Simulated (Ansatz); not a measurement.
## Nudged elastic band of WH4ClOF (part 2 of 2)

The same run, continued: WH4ClOF; RKS PBE0/def2-SVP (Ansatz 0.2.0). The run did not end well. It belongs to a series of runs on one base structure; here: band between the two ends.

Geometry of the input (Å):
```
W  -0.0663  -0.1501  0.2509
O  0.6348  -0.0297  2.0092
H  0.0931  -0.5471  2.6312
H  1.2963  0.7971  0.1751
H  -0.0330  1.1632  -0.7769
F  -1.8441  0.4549  0.3096
Cl -0.1411  -2.3743  -0.2998
H  0.9590  -0.2652  -1.0622
```

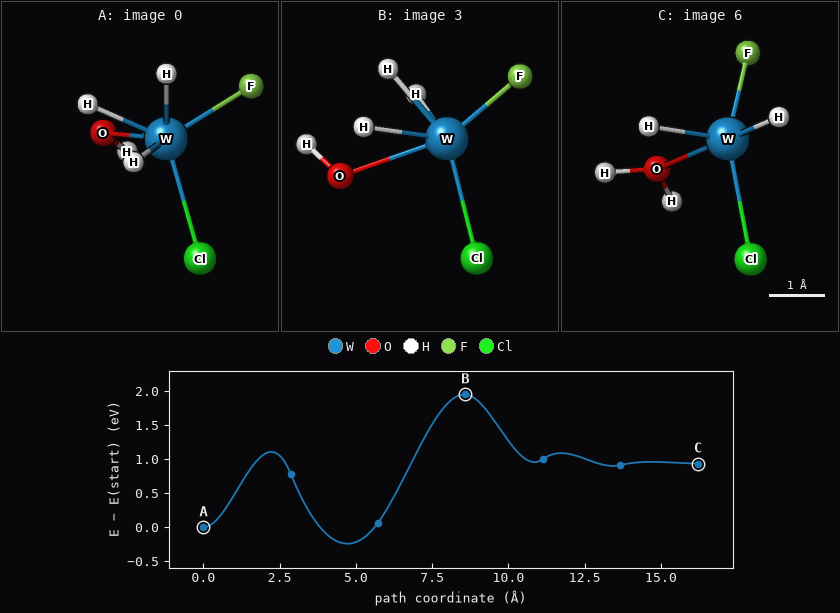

Images of the last band (counted from 0; ball-and-stick, seen on its broad side) above the energy along the path; the line is a cubic interpolation that uses the forces. The highest image is number 3, 1.953 eV above the start and 1.016 eV above the end (the climbing image); the end lies 0.937 eV above the start. The path is 16.21 Å long. The band had not converged after 60 iterations.

```
Unfinished report: {"positions_ang":[[-0.5116946748337377,-0.39174829054826027,0.14478491461086587],[1.1442826476088828,-0.3004692001284459,1.3881450665902564],[1.4338705942366083,0.6022660534494527,1.5817798418662852],[1.2326290202029015,-0.1815150257741767,0.10623670437036567],[-0.7415863397527234,1.1524352473597204,0.7511306798238377],[-1.379994410213357,-0.19487955210797356,-1.4450880548098024],[-0.8653605763048628,-2.421849192481424,1.1197847657073658],[0.586653749056289,0.7843599502311076,-0.4095729181591747]],"unchecked":["starts","cluster_reference","orbital_swaps","neighbouring_geometries","increment"],"mean_field":{"relativity":"none","state":{"energy":{"ev":-19160.454150760674,"hartree":-704.13370261817},"converged":true,"gradient_ev":0.00001938710188736646,"stability":{"kind":"minimum","curvature_ev":7.494444709754952},"curvature_floor_ev":0.00030000000000000003,"spin_squared":-7.105427357601002e-15},"others":[],"fillings":{"estimated":0,"unestimated":0,"tried":0,"untried":0,"excluded_magnetic_sites":0},"n_dropped_functions":0,"n_trapped_functions":0,"passes":{"evaluations":5,"products":39},"factors":{"origin":"Cholesky decomposition","count":1026,"bound_ev":0.0013263616019757014},"gradient_stop_ev":0.00009,"reference_kind":"stationary","functional":{"name":"PBE0","citations":["Adamo & Barone, J. Chem. Phys. 110, 6158 (1999) doi:10.1063/1.478522","Perdew, Burke & Ernzerhof, Phys. Rev. Lett. 77, 3865 (1996) doi:10.1103/PhysRevLett.77.3865"],"text":"name \"PBE0\"\ncite \"Adamo & Barone, J. Chem. Phys. 110, 6158 (1999) doi:10.1063/1.478522\"\ncite \"Perdew, Burke & Ernzerhof, Phys. Rev. Lett. 77, 3865 (1996) doi:10.1103/PhysRevLett.77.3865\"\nparent pbe\nparameter a = 0.25\nparameter kappa = 0.804\nparameter beta = 0.06672455060314922\nexchange = (1 - a)*pbe_x(kappa = kappa, mu = beta*pi^2/3) + a*exact_x\ncorrelation = pbe_c(beta = beta)\n","parameters":{"a":{"value":0.25,"default":0.25},"beta":{"value":0.06672455060314922,"default":0.06672455060314922},"kappa":{"value":0.804,"default":0.804}},"final_grid":{"core_spheres":13.0,"valence_spheres":11.0,"degree":36.0},"final_grid_parameter_source":"default","radial_points_factor":1.0,"radial_grid_error_ev":3.235511906987185e-7,"grid_sensitivity":"normal","grid_sensitivity_ratio":0.001870803151768979},"unsmoothed_excess_ev":-0.0000452807609085284,"symmetry":{"irreps":["A"],"axes":[[0.9694703129415325,-0.11284767810903405,-0.2176986767769769],[0.05068552433127167,0.9608592398934597,-0.272360971386553],[0.23991308832223157,0.2530117045845163,0.9372442517267985]],"occupied":[{"A":26},{"A":26}]},"held":{"pivots":1024,"left_out":0,"joined":2},"density_repulsion":{"missed_ev":0.000017691126131309912,"excess_ev":1.243458691646744e-7,"most_excess_ev":0.0001404,"are_drawn_again":false,"n_first_factors":1026,"energy_change_ev":0.0,"n_dropped_ends":0}},"factors":{"origin":"Cholesky decomposition","count":1026,"bound_ev":0.0013263616019757014},"n_frozen":0,"n_occupied":[26,26],"n_virtual":[72,72],"reference":{"ev":-19160.454150760674,"hartree":-704.13370261817},"total":{"ev":-19160.454150760674,"hartree":-704.13370261817},"forces_ev_per_angstrom":[[-0.34633431065388703,0.33213189163218326,-0.12312745615706269],[-0.08294755304085824,0.07975517455546634,-0.13049889318715976],[-0.025414563751344117,-0.03378361546599691,0.24690034977735223],[0.4725078833280325,-0.11233553659231184,-0.19903570725807232],[-0.12395366689199828,0.01970056807579266,0.1065832022059094],[-0.04108860301619416,-0.05343434718866127,-0.012405436975210508],[-0.05396009824566186,-0.38275401646491397,0.24637695564813739],[0.2011909122763489,0.1507198814440676,-0.1347930140581318]],"charge_distribution":{"dipole_moment_e_ang":[0.29198916335186376,0.34783530961581355,0.023923273838021945],"mulliken_charges_e":[0.7812884980140105,-0.3743704324033903,0.2249376845845188,0.186479050482957,-0.1389057591219185,-0.28317768591396586,-0.2538930755352098,-0.14235828010699225],"lowdin_charges_e":[-0.6125879861354377,0.19714621770929774,0.013239541668870647,0.07363383331464068,-0.0557155933820046,0.11993318280196164,0.2942660558028152,-0.02991525178012222]},"n_threads":2,"memory_gib":2.556818182580173,"seconds":{"hamiltonian":3.060036128,"orbitals":0.0,"second_order":0.0,"solver_start":0.0,"cycles":0.0,"cycle":0.0,"perturbative":0.0,"full_ci_increment":0.0,"forces":0.0}}
this run last wrote the band of iteration 60 to [file]
Error: NEB band did not converge after 60 iterations: max|band force component| = 4.74e-1 eV/Å (threshold 5.0e-2); raise `neb.max_iterations` in a new run, which can start from the last band evaluated (`neb.initial_path`, with `crystal.atoms` and `neb.final_atoms` set to its first and last images), add images, or start from endpoints closer to local minima. Where this run's directory can be resumed (`checkpoint.write`), a resume goes on for up to `neb.max_iterations` more; to start a new run from the last band, take its images' positions from the `neb_iteration` event of iteration 60 (`data.images[].positions_ang`), in the event stream of the run that computed that iteration (not this run's, if it was resumed behind it). With `checkpoint.write`, `steps/00-neb/state/checkpoint.json` in the run directory holds the last saved band, under `neb.evaluated.images[].positions_ang` (a band under a hybrid functional on support functions is neither saved nor resumed: `neb.initial_path` says where its path is): check the last entry of `neb.iterations` there, which is earlier than 60 if that iteration was not saved or its write failed. If the band's step has no `state` directory and holds `state.next`, a write was cut short, and the file is under `state.next` instead (behind a loss of power it can be under `state.prev`)
this run wrote the band of iteration 60 to [file] as well, whether or not its events were kept: a new run's `neb.initial_path` can list its `images[].positions_ang`
a run's events are kept only if it was started with --events-out <file>, and are in that file
```

**The last band as extended XYZ (Å, eV, eV/Å)**
```
8
Properties=species:S:1:pos:R:3:forces:R:3 image=0 energy=-19162.40701
W    -0.0663   -0.1501    0.2509    0.0026  -0.0034  -0.0010
O     0.6348   -0.0297    2.0092   -0.0004   0.0039  -0.0094
H     0.0931   -0.5471    2.6312   -0.0007  -0.0034   0.0081
H     1.2963    0.7971    0.1751   -0.0004  -0.0011   0.0017
H    -0.0330    1.1632   -0.7769   -0.0009   0.0020  -0.0003
F    -1.8441    0.4549    0.3096   -0.0002   0.0004  -0.0002
Cl   -0.1411   -2.3743   -0.2998   -0.0006   0.0017   0.0003
H     0.9590   -0.2652   -1.0622    0.0006  -0.0002   0.0007
8
Properties=species:S:1:pos:R:3:forces:R:3 image=1 energy=-19161.61867
W     0.0582   -0.2087    0.2446   -0.2795  -0.2797   0.0555
O     0.1803    0.2437    2.0911   -0.3295  -0.3560   0.0821
H    -0.6008   -0.2855    2.4569    1.2687   0.9672  -0.3362
H     1.2191   -0.0266   -0.9946    0.1256  -0.9757   0.2050
H     1.2742    0.9072   -0.1509   -0.0230   0.2580   1.2303
F    -1.8119   -0.0119    0.3492   -0.0934  -0.0568  -0.7035
Cl    0.6366   -2.4218    0.2680    0.1558  -0.0614  -0.3578
H    -0.0569    0.8520   -1.0271   -0.8247   0.5044  -0.1753
8
Properties=species:S:1:pos:R:3:forces:R:3 image=2 energy=-19162.34160
W    -0.3232   -0.3358    0.3089    0.0319   0.0225   0.0544
O     0.1232   -0.0374    2.1072   -0.2327   0.1298   0.1638
H     0.9286    0.4301    2.3674   -0.2204  -0.0505   0.1324
H     1.3335   -0.1913    0.2661    0.0325  -0.0278  -0.1196
H     0.2545    1.2183    0.1270    0.3966   0.0008  -0.2094
F    -1.8172    0.3905   -0.5836   -0.1490   0.0598   0.3543
Cl   -0.0075   -2.5267   -0.2542    0.2212   0.0158  -0.1445
H     0.4069    0.1009   -1.1015   -0.0801  -0.1504  -0.2314
8
Properties=species:S:1:pos:R:3:forces:R:3 image=3 energy=-19160.45411
W    -0.5117   -0.3917    0.1448   -0.3463   0.3321  -0.1231
O     1.1443   -0.3005    1.3881   -0.0829   0.0798  -0.1305
H     1.4339    0.6023    1.5818   -0.0254  -0.0338   0.2469
H     1.2326   -0.1815    0.1062    0.4725  -0.1123  -0.1990
H    -0.7416    1.1524    0.7511   -0.1240   0.0197   0.1066
F    -1.3800   -0.1949   -1.4451   -0.0411  -0.0534  -0.0124
Cl   -0.8654   -2.4218    1.1198   -0.0540  -0.3828   0.2464
H     0.5867    0.7844   -0.4096    0.2012   0.1507  -0.1348
8
Properties=species:S:1:pos:R:3:forces:R:3 image=4 energy=-19161.40815
W    -0.5888   -0.4061   -0.1782    0.0503   0.0807   0.0848
O     1.2454    0.0619    1.1184    0.1273  -0.0144   0.4990
H     1.2620    0.9485    1.5038   -0.1310   0.1533  -0.3360
H     1.5098   -0.5232    1.8560   -0.2385  -0.0971  -0.6074
H    -0.6895    1.1285    0.4683   -0.0198   0.1744   0.1671
F    -2.2517   -0.2819   -0.8872    0.0196  -0.0876  -0.0382
Cl    0.1674   -2.4371    0.6298    0.0161  -0.1563   0.0586
H     0.2442    0.5581   -1.2738    0.1760  -0.0529   0.1722
8
Properties=species:S:1:pos:R:3:forces:R:3 image=5 energy=-19161.49285
W    -0.4992   -0.1529   -0.1219   -0.0431  -0.1168  -0.2612
O     0.5539    0.0853    1.7369   -0.3235   0.1133  -0.0874
H     0.9478    0.9135    2.0325    0.2230  -0.0274  -0.0141
H     1.1638   -0.6759    1.8157    0.2601  -0.0826   0.2206
H     0.2181    1.3425   -0.4467   -0.0538   0.0503   0.0244
F    -2.3179   -0.1056   -0.0542   -0.0708  -0.0248   0.0397
Cl    1.0053   -1.9611    0.0256   -0.0381  -0.0456   0.0761
H    -0.1730   -0.3973   -1.7508    0.0463   0.1336   0.0021
8
Properties=species:S:1:pos:R:3:forces:R:3 image=6 energy=-19161.46965
W    -0.3165   -0.2501   -0.3249   -0.0072  -0.0014   0.0100
O     0.5089    0.1943    1.8507    0.0227   0.0012   0.0295
H     0.4848   -0.4179    2.5966   -0.0138   0.0032  -0.0146
H     1.2907    0.7460    1.9693   -0.0086   0.0023  -0.0110
H     0.8483    0.8201   -0.8935    0.0029  -0.0035  -0.0018
F    -1.7627    0.7631    0.1474    0.0045  -0.0048  -0.0017
Cl    0.7685   -2.2354   -0.2396    0.0013   0.0006  -0.0053
H    -0.9232   -0.5714   -1.8689   -0.0018   0.0024  -0.0051
```

**What the run reported**

| quantity | value |
| --- | --- |
| outcome | not converged |
| barrier, forward (band not converged) | 1.953 eV |
| barrier, backward | 1.016 eV |
| wall time | 15 min (CPU time 29 min) |
| peak memory | 0.21 GiB |

**What went wrong**

The run did not converge: “NEB band did not converge after 60 iterations: max|band force component| = 4.74e-1 eV/Å (threshold 5.0e-2); raise `neb.max_iterations` in a new run, which can start from the last band evaluated (`neb.initial_path`, with `crystal.atoms` and `neb.final_atoms` set to its first and last images), add images, or start from endpoints closer to local minima …” Its last values are not results.
